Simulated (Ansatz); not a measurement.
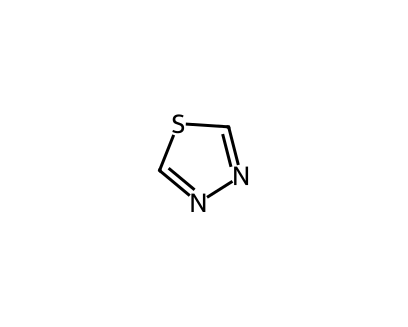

A structural formula.

**Transcribe the drawing into SMILES.**

c1nncs1

**Give the formula, hydrogens included.**

C2H2N2S.

**An optimisation with PBE0-D4/def2-TZVP gave a structure of which point group?**

C2v.

More results for the same structure follow; atom numbers are the same in all pictures, views and colours differ. The geometry was computed by an optimisation with PBE0-D4/def2-TZVP.

### Geometry

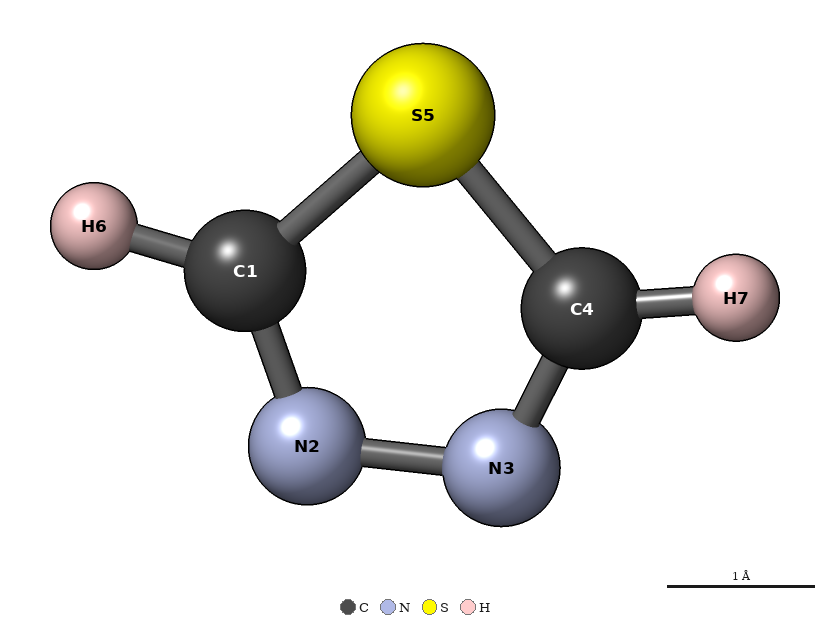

Atoms carry their numbers in the input.

**Describe the coordination of atom 5.**

S5 has 2 neighbours (C1 at 1.71, C4 at 1.71 Å); the arrangement is bent.

**What is the geometry at C1?**

C1 has 3 neighbours (N2 at 1.29, S5 at 1.71, H6 at 1.08 Å); the arrangement is trigonal planar.

**Describe the coordination of atom 2.**

N2 has 2 neighbours (C1 at 1.29, N3 at 1.35 Å); the arrangement is bent.

**What is the dihedral angle N2–C1–S5–C4?**

0° in size, that is syn (eclipsed).

### Electronic properties

Level of theory: RKS HSE06 (plane-wave form)-D4/def2-TZVPP (Ansatz 0.2.0).

Computed properties:

- HOMO energy (Kohn–Sham orbital): −7.47 eV
- LUMO energy (Kohn–Sham orbital): −1.65 eV
- HOMO–LUMO gap: 5.82 eV
- dispersion correction: −13.5 kJ/mol

### Thermal motion

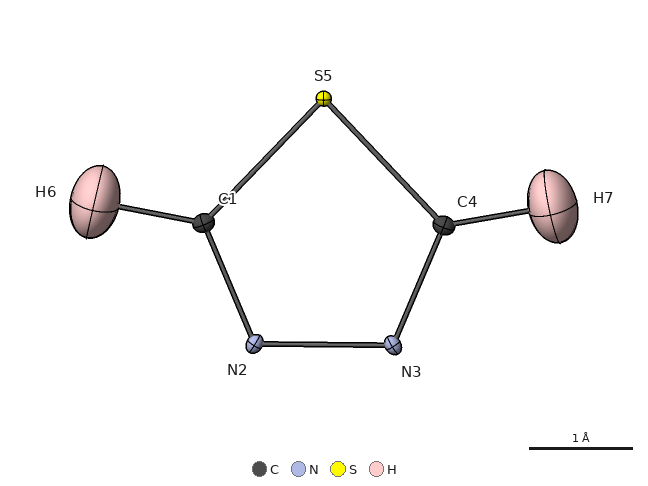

Displacement ellipsoids at the 50 % level, enlarged 2 times, from the internal vibrations of the free molecule (harmonic, no overall translation or rotation; no half-axis is drawn under 0.075 Å). Vibrations computed with RKS PBE0-D4/def2-TZVP (Ansatz 0.2.0). Temperature: 0 K (zero-point motion alone).

**Which atom has the largest mean-square displacement?**

H6, H7, with U_eq = 0.0130 Å².

**Does H7 move more along its bond or across it?**

Across it: the root-mean-square amplitude is 0.077 Å along the bond and up to 0.138 Å across, since bending and torsion are softer than stretching.

List U_eq and the three principal root-mean-square amplitudes for each kind of atom.

```csv
atom,U_eq (Å²),rms amplitudes (Å)
"C1, C4",0.0011,"0.030, 0.035, 0.036"
"N2, N3",0.00086,"0.025, 0.030, 0.032"
S5,0.00029,"0.012, 0.015, 0.023"
"H6, H7",0.0130,"0.077, 0.118, 0.138"
```

### Dipole moment

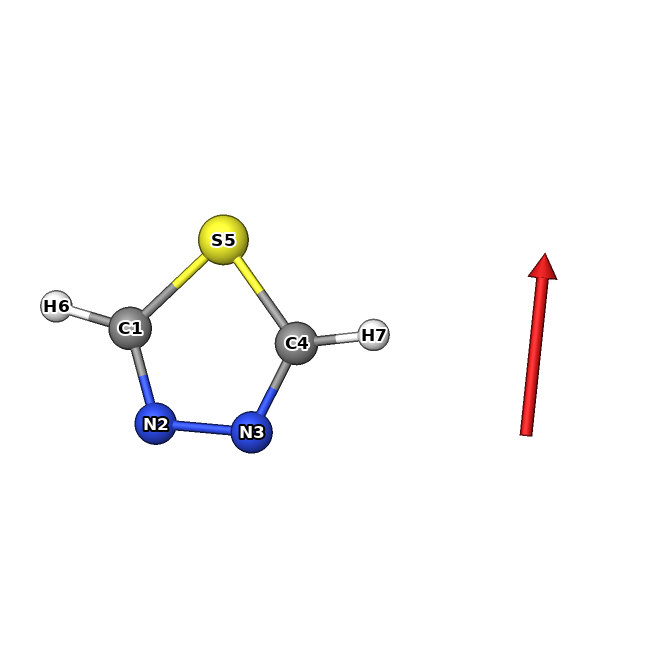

The arrow beside the molecule shows the direction of the dipole moment, from the negative to the positive end (its length means nothing). Method: RKS PBE-D4/def2-TZVPP (Ansatz 0.2.0).

**How large is the dipole moment?**

3.13 D; it points from the side of N2, N3 to the side of S5 (the outermost atoms at the two ends).
